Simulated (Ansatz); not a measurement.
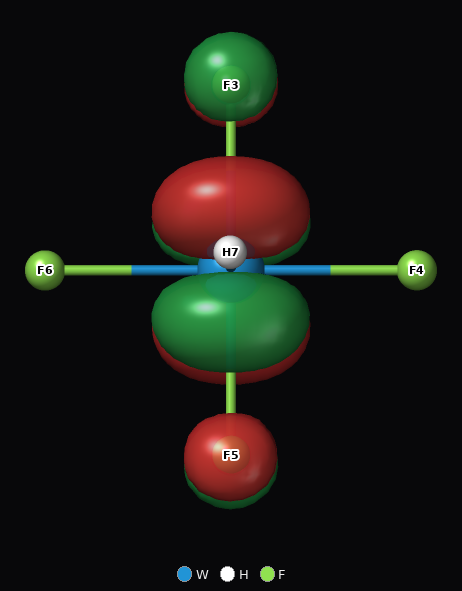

*F₄H₂W. The LUMO at ±0.2 Å⁻³ᐟ² (green and red are the two phases), seen across its widest extent.*

Core potentials replace the inner electrons of W.

Method: Ansatz, RKS BLYP-D4/def2-SVP.

```xyz
7

W     0.0000    0.0000    0.0000
H     0.0000    0.0000    1.8376
F     1.8512    0.0000    0.0000
F     0.0000    1.8512    0.0000
F    -1.8512    0.0000    0.0000
F     0.0000   -1.8512    0.0000
H     0.0000    0.0000   -1.8376
```

Question: What is the character of this orbital?

Answer: By Hirshfeld shares it lies mainly on W1 (about 70 %), F3 (about 15 %) and F5 (about 15 %); it is gerade (even under inversion). It is one of a degenerate set, so its orientation is arbitrary. Its energy is −6.09 eV.
